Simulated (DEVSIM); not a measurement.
Device: abrupt Si n-p junction, at 300 K.

| layer (left to right) | material | thickness (μm) | Nd (cm⁻³) | Na (cm⁻³) | τn (s) | τp (s) |
|---|---|---|---|---|---|---|
| 1 | Si | 96.0 | 1.3e16 | - | 0.00039 | 0.00039 |
| 2 | Si | 0.570 | - | 3.7e14 | 0.00039 | 0.00039 |

Left contact: ohmic. Right contact: ohmic. Voltage is applied to the left contact. Recombination: SRH at mid-gap, Auger. Mobility is constant in doping.

This is a model device: material constants are rounded textbook-type values typed into the input, and sizes, dopings and lifetimes were drawn at random. Values at 300 K.

```
parameter           Si
-------------  -------
gap (eV)         1.124
affinity (eV)     4.05
permittivity      11.7
Nc (cm⁻³)      2.86e19
Nv (cm⁻³)       3.1e19
μn (cm²/Vs)       1417
μp (cm²/Vs)        470
Cn (cm⁶/s)     2.8e-31
Cp (cm⁶/s)     9.9e-32
```

Simulated with DEVSIM: 1D drift-diffusion, Boltzmann statistics, complete ionisation; no tunnelling, impact ionisation, image-force lowering or self-heating.

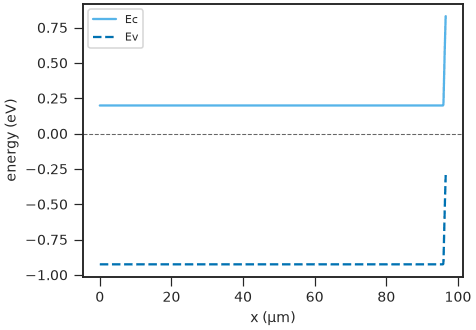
Figure: Band edges at zero bias

Energies count from the Fermi level of the right contact; mesh points crowd at the junctions.

| x (μm) | Ec (eV) | Ev (eV) | n (cm⁻³) | p (cm⁻³) | field (V/cm) |
|---|---|---|---|---|---|
| 0.000 | 0.199 | -0.925 | 1.3e16 | 8900 | ≈ 0 |
| 0.03491 | 0.199 | -0.925 | 1.3e16 | 8900 | ≈ 0 |
| 0.1206 | 0.199 | -0.925 | 1.3e16 | 8900 | ≈ 0 |
| 0.3307 | 0.199 | -0.925 | 1.3e16 | 8900 | ≈ 0 |
| 1.183 | 0.199 | -0.925 | 1.3e16 | 8900 | ≈ 0 |
| 2.937 | 0.199 | -0.925 | 1.3e16 | 8900 | ≈ 0 |
| 7.240 | 0.199 | -0.925 | 1.3e16 | 8900 | ≈ 0 |
| 23.69 | 0.199 | -0.925 | 1.3e16 | 8900 | ≈ 0 |
| 55.23 | 0.199 | -0.925 | 1.3e16 | 8900 | ≈ 0 |
| 80.06 | 0.199 | -0.925 | 1.3e16 | 8900 | ≈ 0 |
| 89.52 | 0.199 | -0.925 | 1.3e16 | 8900 | ≈ 0 |
| 94.03 | 0.199 | -0.925 | 1.3e16 | 8900 | ≈ 0 |
| 95.21 | 0.199 | -0.925 | 1.3e16 | 8900 | ≈ 0 |
| 95.69 | 0.199 | -0.925 | 1.3e16 | 8900 | ≈ 0 |
| 95.93 | 0.210 | -0.914 | 8.6e15 | 13000 | 2800 |
| 95.98 | 0.242 | -0.882 | 2.5e15 | 47000 | 9400 |
| 96.01 | 0.271 | -0.853 | 7.9e14 | 150000 | 12000 |
| 96.06 | 0.325 | -0.799 | 9.8e13 | 1200000 | 11000 |
| 96.22 | 0.502 | -0.622 | 1.0e11 | 1.1e9 | 10000 |
| 96.42 | 0.697 | -0.427 | 5.6e7 | 2.1e12 | 9300 |
| 96.52 | 0.789 | -0.335 | 1600000 | 7.2e13 | 8700 |
| 96.57 | 0.831 | -0.293 | 310000 | 3.7e14 | 8600 |
